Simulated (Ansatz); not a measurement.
# Decaying states in the gap of Na3Te2PS2, part 2 of 3

A new crystal, Na3Te2PS2: structure, gap and complex bands. It is built by putting Te for part of the S in the Na3PS4 structure of space group I-43m, with the volume rescaled by atomic radii. The parent structure comes from the Materials Project.

Ansatz 0.2.0; PBE DFT, plane waves, PAW files (the session's first sound run).

So far. Step 2 (Relaxing the new crystal): The largest force component on a free atom ends at 0.0083 eV/Å.

The structure was built from a prototype and need not be the compound's stable phase.

## Step 3: Band edges

The energy window and the wavevectors of the next steps follow from the band edges, so these are searched first, off the mesh as well.

Contents of input.yaml:

```yaml
crystal:
  lattice:
    - [-3.6043867952, 3.9143826102, 3.6043867952]
    - [3.8684937783, -3.9143826102, 3.8684937783]
    - [3.6043867952, 3.9143826102, -3.6043867952]
  atoms:
    - { symbol: Na, position: [0.0668120541, 0.5, 0.5668120541] }
    - { symbol: Na, position: [0.5668120541, 0.5, 0.0668120541] }
    - { symbol: Na, position: [0.4541128526, 0.0, 0.4541128526] }
    - { symbol: P, position: [-0.0014913275, 0.0, -0.0014913275] }
    - { symbol: S, position: [0.3135504157, 0.0, -0.0201389503] }
    - { symbol: Te, position: [0.6257054399, 0.6310679784, 0.6257054399] }
    - { symbol: S, position: [-0.0201389503, 0.0, 0.3135504157] }
    - { symbol: Te, position: [-0.0053625385, 0.3689320216, -0.0053625385] }
kpoints:
  mp_grid: { grid: [6, 6, 6] }
  band_path: { path: [VBM, CBM], npoints: 30 }
scf:
  occupations: { method: fixed }
hamiltonian:
  xc: pbe
output:
  eigenvalues: true
  write_potential: true
  write_density: true
  volumetric_format: npy
```

Launch:

```
ansatz run input.yaml --threads 2 --pin off --max-ram 4096MiB --backend cpu --events-out ev --progress --plain --runs-dir out
```

Numbers of over 12 decimals in the logs are rounded to 6 here.

The program printed:

```text
[...]
Crystal: 8 atoms, lattice volume = 218.322 Å³
Basis set: ecut = 420 eV, 4267 PW (Γ)
Bands: 46, of which v1, the nominal top of the filled ones, is band 38 counted from 1 (37 counted from 0)
Symmetry: 4 space group operations
[...]
k-points: 46 of 216 (time reversal used)
[...]
SCF iter   1: F=—  HF=-20984.439305 eV  |F-HF|=—  |Δ(HF+E_count)|=         —  Δρ=1.17e-3  dr2=5.43e-3  ethr=1.77e-3  ⟨swp⟩=5.0  Hψ=7207  notcnv=0  defer=256
[...]
SCF iter   7: F=-20984.434347 eV  HF=-20984.434347 eV  |F-HF|=1.29e-8  |Δ(HF+E_count)|=   6.71e-8  Δρ=2.66e-6  dr2=1.97e-8  ethr=1.32e-10  ⟨swp⟩=13.8  Hψ=9114  notcnv=0
SCF 1 converged in 7 iterations: F = -20984.434347 eV  dr2 = 1.97e-8
[...]
NSCF: frozen V_eff on 46 k-points
[...]
SCF converged after 7 iterations
Free energy (F): -20984.434347 eV
[...]
Internal energy: -20984.434347 eV  (E = F + TS)
E sigma→0 (E₀):  -20984.434347 eV
Fermi energy:    4.783625 eV
[...]
--- Band table (eV; the first three rows and the last of 46) ---
  k-point 0: bands = [... 34 lower, 3.2230, 3.5542, 3.8581, 3.9156, 6.4348, 7.4702, 7.7303, 8.4207, ... 4 higher]
  k-point 1: bands = [... 34 lower, 3.3122, 3.5473, 3.6416, 3.8960, 6.6669, 7.3072, 7.7653, 8.1726, ... 4 higher]
  k-point 2: bands = [... 34 lower, 3.2304, 3.4771, 3.8096, 3.9378, 6.4534, 7.2685, 7.8155, 8.1440, ... 4 higher]
  k-point 45: bands = [... 34 lower, 2.6486, 4.1997, 4.2365, 4.7836, 5.4037, 7.5698, 8.0337, 8.0363, ... 4 higher]
```

The job ended after 30 s (2 threads of Intel Xeon Platinum 8488C (Sapphire Rapids), shared host; peak memory 0.68 GiB; 59 s of CPU time).

In the SCF lines HF is the Harris–Foulkes energy and dr2 the Hartree energy of the density residual, in eV; the loop may stop once dr2 is under the threshold and the program's other checks hold. Hψ counts applications of the Hamiltonian.

This step gave:

```
free energy         : -20984.4343 eV
Fermi energy        : 4.784 eV
gap on the k-mesh   : 0.6201 eV
gap on path         : 0.6201 eV, by band count; negative where bands overlap
direct gap on path  : 0.6201 eV
edge places on path : 0, 0 1/A along the path
```

Levels at VBM (eV): -7.95, -4.69, -4.46, -4.17, -3.40, -3.25, -2.39, -2.30, -2.13, -0.58, -0.55, 0.00, 0.62, 2.79, 3.25, 3.25, 4.57, 5.07, 5.24, 5.29.

The searched edges give 0.620 eV, as on the mesh.

## Step 4: Complex bands, plane (100), k-mesh 4×4×4

This step: PBE DFT, plane waves, PAW files; complex bands by layer matching along the plane's normal (Ansatz 0.2.0).

The same crystal is laid in a cell whose first two vectors span the (100) plane (indices of the standard conventional cell, whose axes can be ordered otherwise than in the bulk input). At fixed energy and wavevector in the plane the solver finds all kz, real and complex. A few wavevectors are listed, (0, 0) and (-0.5, -0.5) in units of the plane's reciprocal vectors; the slowest state needn't be among them.

Contents of input.yaml:

```yaml
crystal:
  lattice:
    - [6.426943251, 0.0, 0.0]
    - [-1.65876945, 6.209193464, 0.0]
    - [2.384086901, 3.104596732, 5.470876367]
  atoms:
    - { symbol: Na, position: [0.0668120541, 0.5668120541, 0.5] }
    - { symbol: Na, position: [0.5668120541, 0.0668120541, 0.5] }
    - { symbol: Na, position: [0.4541128526, 0.4541128526, 0.0] }
    - { symbol: P, position: [0.9985086725, 0.9985086725, 0.0] }
    - { symbol: S, position: [0.9798610497, 0.3135504157, 0.0] }
    - { symbol: Te, position: [0.9946374615, 0.9946374615, 0.6310679784] }
    - { symbol: S, position: [0.3135504157, 0.9798610497, 0.0] }
    - { symbol: Te, position: [0.6257054399, 0.6257054399, 0.3689320216] }
kpoints:
  mp_grid: { grid: [4, 4, 4] }
scf:
  occupations: { method: fixed }
hamiltonian:
  xc: pbe
output:
  eigenvalues: true
  transmission:
    leads: [[0, 0]]
    kpoints: [[0.0, 0.0], [-0.5, -0.5]]
    e_range: [-1.0, 1.62]
    de: 0.07
```

The program printed:

```text
[...]
Crystal: 8 atoms, lattice volume = 218.322 Å³
Basis set: ecut = 420 eV, 4267 PW (Γ)
Bands: 46, of which v1, the nominal top of the filled ones, is band 38 counted from 1 (37 counted from 0)
Symmetry: 4 space group operations
[...]
k-points: 18 of 64 (time reversal used)
[...]
SCF iter   1: F=—  HF=-20984.438918 eV  |F-HF|=—  |Δ(HF+E_count)|=         —  Δρ=1.17e-3  dr2=5.46e-3  ethr=1.77e-3  ⟨swp⟩=5.1  Hψ=2825  notcnv=0  defer=100
[...]
SCF iter   7: F=-20984.434139 eV  HF=-20984.434139 eV  |F-HF|=1.22e-8  |Δ(HF+E_count)|=   7.06e-8  Δρ=2.68e-6  dr2=1.97e-8  ethr=1.32e-10  ⟨swp⟩=13.4  Hψ=3596  notcnv=0
SCF 1 converged in 7 iterations: F = -20984.434139 eV  dr2 = 1.97e-8
[...]
transmission: 8 of 16 steps passed
transmission: 16 of 16 steps passed
SCF converged after 7 iterations
Free energy (F): -20984.434139 eV
[...]
Internal energy: -20984.434139 eV  (E = F + TS)
E sigma→0 (E₀):  -20984.434139 eV
Fermi energy:    4.783723 eV
[...]
--- Band table (eV; the first three rows and the last of 18) ---
  k-point 0: bands = [... 34 lower, 3.2231, 3.5543, 3.8582, 3.9157, 6.4349, 7.4703, 7.7304, 8.4208, ... 4 higher]
  k-point 1: bands = [... 34 lower, 3.1261, 3.3989, 3.6967, 4.1416, 6.4685, 7.3657, 7.5775, 8.3768, ... 4 higher]
  k-point 2: bands = [... 34 lower, 2.7839, 3.6817, 3.7423, 4.4688, 6.0201, 7.1328, 7.9875, 8.3227, ... 4 higher]
  k-point 17: bands = [... 34 lower, 2.6487, 4.1998, 4.2365, 4.7837, 5.4038, 7.5699, 8.0337, 8.0363, ... 4 higher]
--- Transmission ---
  basis      : 349 plane waves across, 8 finite elements along
  points     : 2, as listed
  energies   : 38 from -1.000000 to 1.590000 eV about the Fermi level, 0.070000 eV apart; the leads are filled to 0.310043 eV, and channels, transmission and decay are at 0.330000 eV
  crystal 0  : S2Na3P1Te2, at the sites [0, 0], period 5.4709 Å: whole cells are its period
    offset         : up to 0.0000 Å between an atom of the period and one for which it stands
    channels       : 0.000000e0 a spin
    conductance    : none, the energies end too early or step too widely for 300 K: set another output.transmission.e_range or a lower de, or, where they end at an eighth of basis.ecutwfc, a higher one
    slowest decay  : 0.1759 /Å at (-0.5000, -0.5000)
```

Run time: 63 s. Hardware: 2 threads; peak memory 1.2 GiB.

Numbers from this step:

| Item | Value |
| --- | --- |
| free energy | -20984.4341 eV |
| level to which the leads are filled | 0.3100 eV from the Fermi level |
| decay constant at the filling level, zone centre | 0.1937 Å⁻¹ |
| decay constant at the filling level, slowest listed point | 0.1759 Å⁻¹ |

K parallel (0, 0); values up to 1.5 1/Å, a degenerate pair printed once or twice; energies at which all values exceed this have no row. Table of Im kz of the slowest decaying states by energy, zero at the highest filled level on the SCF mesh:

| energy (eV) | decay 1 (Å⁻¹) | decay 2 (Å⁻¹) | decay 3 (Å⁻¹) | decay 4 (Å⁻¹) |
| --- | --- | --- | --- | --- |
| -1.0000 | 0.0790 | 0.197 | 0.258 | 0.523 |
| -0.7200 | 0.0946 | 0.277 | 0.534 | 0.556 |
| -0.5100 | 0.138 | 0.339 | 0.540 | 0.545 |
| -0.2300 | 0.128 | 0.170 | 0.396 | 0.516 |
| -0.0200 | 0.184 | 0.225 | 0.428 | 0.497 |
| 0.2600 | 0.193 | 0.287 | 0.467 | 0.478 |
| 0.4700 | 0.194 | 0.299 | 0.493 | 0.505 |
| 0.7500 | 0.187 | 0.265 | 0.454 | 0.472 |
| 1.0300 | 0.169 | 0.180 | 0.422 | 0.452 |
| 1.2400 | 0.147 | 0.403 | 0.441 | 0.549 |
| 1.5200 | 0.0919 | 0.375 | 0.427 | 0.526 |

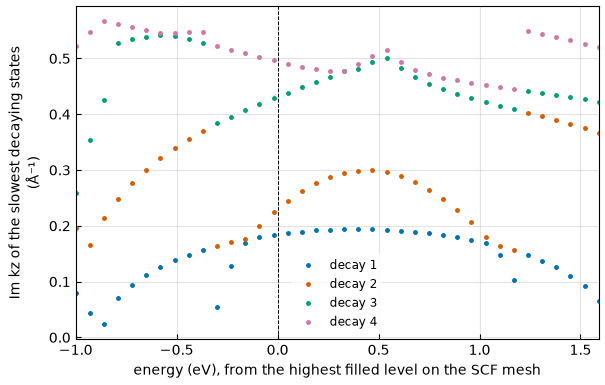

Im kz of the slowest decaying states against energy.

K parallel (-0.5, -0.5); values up to 1.5 1/Å, a degenerate pair printed once or twice; energies at which all values exceed this have no row. Table of Im kz of the slowest decaying states by energy, zero at the highest filled level on the SCF mesh:

| energy (eV) | decay 1 (Å⁻¹) | decay 2 (Å⁻¹) | decay 3 (Å⁻¹) | decay 4 (Å⁻¹) |
| --- | --- | --- | --- | --- |
| -1.00 | 0.122 | 0.190 | 0.576 | 0.702 |
| -0.79 | 0.0295 | 0.205 | 0.618 | 0.620 |
| -0.51 | 0.0889 | 0.272 | 0.486 | 0.609 |
| -0.30 | 0.269 | 0.311 | 0.413 | 0.587 |
| -0.09 | 0.284 | 0.347 | 0.352 | 0.427 |
| -0.02 | 0.293 | 0.333 | 0.359 | 0.462 |
| 0.19 | 0.150 | 0.276 | 0.317 | 0.407 |
| 0.40 | 0.167 | 0.249 | 0.337 | 0.443 |
| 0.68 | 0.290 | 0.355 | 0.431 | 0.613 |
| 0.89 | 0.320 | 0.365 | 0.420 | 0.587 |
| 1.10 | 0.344 | 0.370 | 0.406 | 0.562 |
| 1.38 | 0.368 | 0.372 | 0.382 | 0.529 |
| 1.59 | 0.361 | 0.371 | 0.382 | 0.503 |

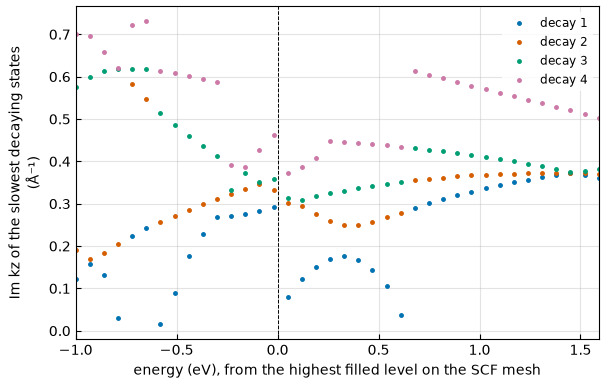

Im kz of the slowest decaying states, plotted against energy.

K parallel (-0.5, -0.5). Table of Re kz of states that move upwards by energy, zero at the highest filled level on the SCF mesh:

```
energy (eV)  channel 1 (Å⁻¹)  channel 2 (Å⁻¹)  channel 3 (Å⁻¹)
    -1.0000           -0.454           -0.289                -
    -0.7200           -0.423           -0.351           -0.133
    -0.5100           -0.283                -                -
    -0.2300           -0.181                -                -
    -0.0200          -0.0515                -                -
     0.2600                -                -                -
     0.4700                -                -                -
     0.7500            0.140                -                -
     1.0300            0.255                -                -
     1.2400            0.321                -                -
     1.5200            0.410                -                -
```

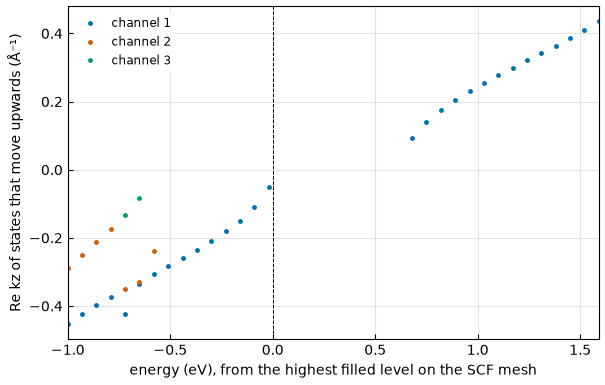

Re kz of states that move upwards against energy.

At the listed wavevectors the last open channel is at -0.02 eV and the next at +0.68 eV on the grid. At +0.33 eV, the grid energy nearest the filling level (the middle of the gap on the SCF mesh), the slowest state at the listed wavevectors decays with κ = 0.176 Å⁻¹, its amplitude falling by e over 5.7 Å. Through 1 nm of this crystal that state's transmission falls by exp(−2 × 0.176 Å⁻¹ × 10 Å) = 0.030.

## Step 5: Decay over the two-dimensional zone

The listed points could miss the slowest state, so one energy near mid-gap is solved on a mesh of 8×8.

Changes to input.yaml since step 4:

```diff
@@ -22,6 +22,2 @@
   eigenvalues: true
-  transmission:
-    leads: [[0, 0]]
-    kpoints: [[0.0, 0.0], [-0.5, -0.5]]
-    e_range: [-1.0, 1.62]
-    de: 0.07
+  transmission: { leads: [[0, 0]], kmesh: [8, 8], e_range: [0.31, 0.32], de: 0.05 }
```

The program printed:

```text
[...]
Crystal: 8 atoms, lattice volume = 218.322 Å³
Basis set: ecut = 420 eV, 4267 PW (Γ)
Bands: 46, of which v1, the nominal top of the filled ones, is band 38 counted from 1 (37 counted from 0)
Symmetry: 4 space group operations
[...]
k-points: 18 of 64 (time reversal used)
[...]
SCF iter   1: F=—  HF=-20984.438918 eV  |F-HF|=—  |Δ(HF+E_count)|=         —  Δρ=1.17e-3  dr2=5.46e-3  ethr=1.77e-3  ⟨swp⟩=5.1  Hψ=2825  notcnv=0  defer=100
[...]
SCF iter   7: F=-20984.434139 eV  HF=-20984.434139 eV  |F-HF|=1.22e-8  |Δ(HF+E_count)|=   7.06e-8  Δρ=2.68e-6  dr2=1.97e-8  ethr=1.32e-10  ⟨swp⟩=13.4  Hψ=3596  notcnv=0
SCF 1 converged in 7 iterations: F = -20984.434139 eV  dr2 = 1.97e-8
[...]
transmission: 28 of 147 steps passed
transmission: 56 of 147 steps passed
[...]
transmission: 147 of 147 steps passed
SCF converged after 7 iterations
Free energy (F): -20984.434139 eV
[...]
Internal energy: -20984.434139 eV  (E = F + TS)
E sigma→0 (E₀):  -20984.434139 eV
Fermi energy:    4.783723 eV
[...]
--- Band table (eV; the first three rows and the last of 18) ---
  k-point 0: bands = [... 34 lower, 3.2231, 3.5543, 3.8582, 3.9157, 6.4349, 7.4703, 7.7304, 8.4208, ... 4 higher]
  k-point 1: bands = [... 34 lower, 3.1261, 3.3989, 3.6967, 4.1416, 6.4685, 7.3657, 7.5775, 8.3768, ... 4 higher]
  k-point 2: bands = [... 34 lower, 2.7839, 3.6817, 3.7423, 4.4688, 6.0201, 7.1328, 7.9875, 8.3227, ... 4 higher]
  k-point 17: bands = [... 34 lower, 2.6487, 4.1998, 4.2365, 4.7837, 5.4038, 7.5699, 8.0337, 8.0363, ... 4 higher]
--- Transmission ---
  basis      : 349 plane waves across, 7 finite elements along
  points     : 21, standing for a mesh of 8 x 8
  energies   : 1 from 0.310000 to 0.310000 eV about the Fermi level; the leads are filled to 0.310043 eV, and channels, transmission and decay are at 0.310000 eV
[...]
channels       : 0.000000e0 a spin
    conductance    : none, crystal 0 has no channel at the energies, or these end too early or step too widely for 300 K: set another output.transmission.e_range or a lower de, or, where they end at an eighth of basis.ecutwfc, a higher one
    slowest decay  : 0.1753 /Å at (0.5000, 0.5000)
```

The job ended after 62 s (2 threads; peak memory 1.5 GiB; 2 min of CPU time).

This step gave:

| Item | Value |
| --- | --- |
| least decay constant on the mesh | 0.1753 Å⁻¹ |

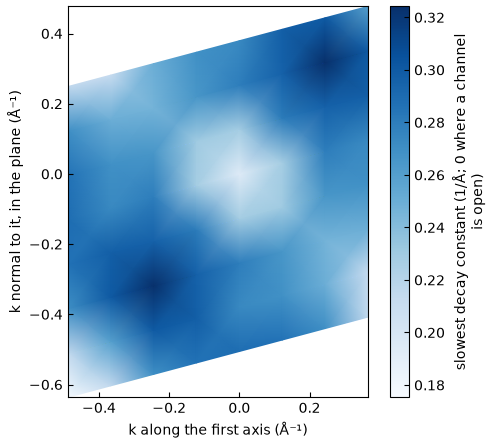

Slowest decay constant (1/Å; 0 where a channel is open) over k1 and k2. At 0.3100 eV from the Fermi level.

The least value on the mesh is 0.175 Å⁻¹ at +0.31 eV. At that energy the listed points give about 0.174 Å⁻¹ by interpolation, so the mesh holds no clearly slower state.

[end of part 2 of 3]

[Logs are printed without paths, hosts, clocks, repeated set-up lines and the standing remarks that a program may print on its own settings, such as how far it seeks lower states.]

[Hosts, paths, dates, database ids (printed as entryN), source tags and the programs' standing remarks are cut or masked in the printed files.]

[New means built here by substitution; the compound itself may be known and measured.]
